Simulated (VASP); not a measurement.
Band structure of KCoF3 (space group Pm-3m). Level of theory: LDA (Ceperley-Alder, Perdew-Zunger), VASP's LDA PAW potentials (set 64) (plane waves; VASP).

The moments were started parallel, and other spin orders were not tried in this run.

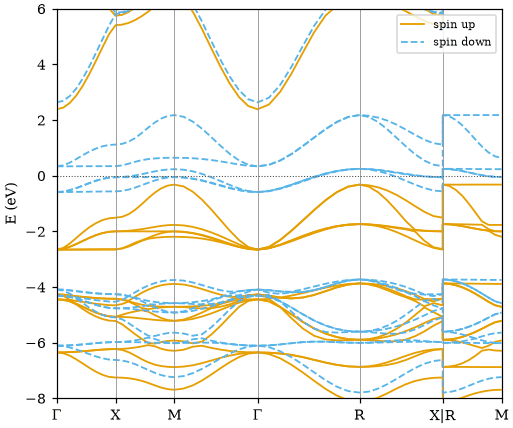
Fig. 1. Bands along high-symmetry lines, zero at the valence-band maximum or, without a gap, the Fermi level

### Question
Read the plot: is there a gap, and where are the band edges?

### Answer
It has no gap at this level: it comes out as a metal or semimetal.

The structure comes from a measured KCoF3 entry of the Crystallography Open Database, whose conditions weren't checked. The cell was not relaxed at this level.
